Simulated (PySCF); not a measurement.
# One shape, several levels: SnCl2 (SMILES [Cl][Sn][Cl])

Aim: a comparison of 6 runs (B2PLYP/STO-3G, PBE/STO-3G, MP2/STO-3G, UMP2/STO-3G, QCISD(T)/STO-3G, CISD/STO-3G) of SnCl2. 

The results are computed with PySCF 2.14.0.

5 further runs of the same task are left out: 1 that didn't finish, 4 set aside as unsound or not needed.

## 1. The molecule

SnCl2 has 3 atoms, charge 0, and is taken as a singlet. SMILES: `[Cl][Sn][Cl]`. One bond was lengthened or shortened from a relaxed shape.

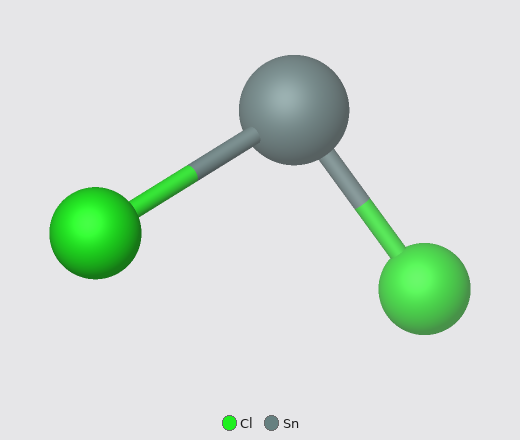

The structure, seen from a chosen angle (chlorine green, tin teal).

## 2. The energy at B2PLYP/STO-3G (run 1)

start.xyz reads:

```xyz
3

Cl     1.068462     1.685372     0.759200
Sn    -0.882638     0.983572    -0.373400
Cl    -0.368200    -1.804500    -0.392600
```

input.py reads:

```python
from pyscf import gto, dft, mp

molecule = gto.M(
    atom='start.xyz',
    basis='sto-3g',
    verbose=3,
    max_memory=1860,
)

mf = dft.RKS(molecule)
mf.xc = '0.53*HF + 0.47*B88, 0.73*LYP'
mf.grids.level = 5
mf.conv_tol = 1e-10
mf.kernel()
if not mf.converged:
    mf = mf.newton().run(mf.mo_coeff, mf.mo_occ)

pt = mp.MP2(mf, frozen=28).run()
etot = mf.e_tot + 0.27 * pt.e_corr
print('PT2 part  %.8f' % (0.27 * pt.e_corr))
print('E(%s) = %.9f' % ('B2PLYP', etot))
```

On the command line:

```
$ OMP_NUM_THREADS=1 python input.py
```

The program printed:

```text
converged SCF energy = -6874.96171711409
E(RMP2) = -6875.01971374041  E_corr = -0.0579966263188153
E(SCS-RMP2) = -6875.0246244264  E_corr = -0.0629073123131092
PT2 part  -0.01565909
E(B2PLYP) = -6874.977376203
```

It took 3.6 s on 1 thread of Arm Neoverse V1, shared host; peak memory 0.26 GiB.

## 3. The energy at PBE/STO-3G (run 2)

input.py reads:

```python
from pyscf import gto, dft

mol = gto.M(
    atom='Cl 1.068462 1.685372 0.759200; Sn -0.882638 0.983572 -0.373400; Cl -0.368200 -1.804500 -0.392600',
    spin=0,
    verbose=3,
    basis='sto-3g',
    max_memory=1860,
)

mf = dft.RKS(mol)
mf.xc = 'pbe'
mf.conv_tol = 1e-10
mf.grids.level = 5
mf.kernel()
if not mf.converged:
    mf = mf.newton().run(mf.mo_coeff, mf.mo_occ)

e_tot = mf.e_tot
print('Final energy', e_tot)
```

On the command line:

```
$ OMP_NUM_THREADS=1 python input.py
```

The program printed:

```text
converged SCF energy = -6874.75844723559
Final energy -6874.758447235586
```

It took 3.3 s on 1 thread of Arm Neoverse V1, shared host; peak memory 0.26 GiB.

Runs 3 to 5 aren't shown in full; the table further down has their settings and results.

## 4. The energy at CISD/STO-3G (run 6)

input.py reads:

```python
from pyscf import gto, ci

system = gto.Mole()
system.atom = 'Cl 1.068462 1.685372 0.759200; Sn -0.882638 0.983572 -0.373400; Cl -0.368200 -1.804500 -0.392600'
system.basis = 'sto-3g'
system.max_memory = 1860
system.verbose = 3
system.charge = 0
system.build()

calc0 = system.RHF()
calc0.conv_tol = 1e-10
calc0.kernel()
if not calc0.converged:
    calc0 = calc0.newton().run(calc0.mo_coeff, calc0.mo_occ)

cisd = ci.CISD(calc0, frozen=28)
cisd.kernel()
etot = cisd.e_tot
print(f'total energy: {etot:.8f} hartree')
```

On the command line:

```
$ OMP_NUM_THREADS=1 python input.py
```

The program printed:

```text
converged SCF energy = -6872.5383588114
E(RCISD) = -6872.586826446523  E_corr = -0.04846763511862995
total energy: -6872.58682645 hartree
```

Run time: 1.2 s. Hardware: 1 thread of Arm Neoverse V1, shared host; peak memory 0.12 GiB.

## 5. Overview of the runs

| run | level | frozen core orbitals | integration grid | energy (Eh) | dipole moment (D) of the reference | HOMO energy (eV) | LUMO energy (eV) | wall time |
| --- | --- | --- | --- | --- | --- | --- | --- | --- |
| 1 | B2PLYP/STO-3G | 28 | 5 | -6874.977376 | 5.20 | -5.92 | 0.00 | 3.6 s |
| 2 | PBE/STO-3G | – | 5 | -6874.758447 | 4.37 | -3.69 | -1.77 | 3.3 s |
| 3 | MP2/STO-3G | 28 | – | -6872.573998 | 5.69 | -7.24 | 2.10 | 1.1 s |
| 4 | UMP2/STO-3G | 28 | – | -6872.573498 | 5.71 | -7.25 | 2.12 | 1.9 s |
| 5 | QCISD(T)/STO-3G | 28 | – | -6872.590511 | 5.69 | -7.24 | 2.10 | 1.1 s |
| 6 | CISD/STO-3G | 28 | – | -6872.586826 | 5.69 | -7.24 | 2.10 | 1.2 s |

## 6. Summary of results

```
                                           quantity           value
                                run 6: total energy  -6872.58683 Eh
        run 6: dipole moment (Hartree–Fock density)          5.69 D
         run 6: HOMO energy (Hartree–Fock orbitals)        -7.24 eV
         run 6: LUMO energy (Hartree–Fock orbitals)         2.10 eV
       run 6: HOMO–LUMO gap (Hartree–Fock orbitals)         9.34 eV
run 6: correlation energy (28 core orbitals frozen)       -48.5 mEh
```

**Reading.** Totals of different functionals can't be ranked against each other. In runs 1, 2, 3, 4, 5, 6 the basis is minimal, so the values are rough. In runs 1, 2, 3, 4, 5, 6 relativity is left out where basis or elements ask for it. All runs together took 12 s, the longest 3.6 s.
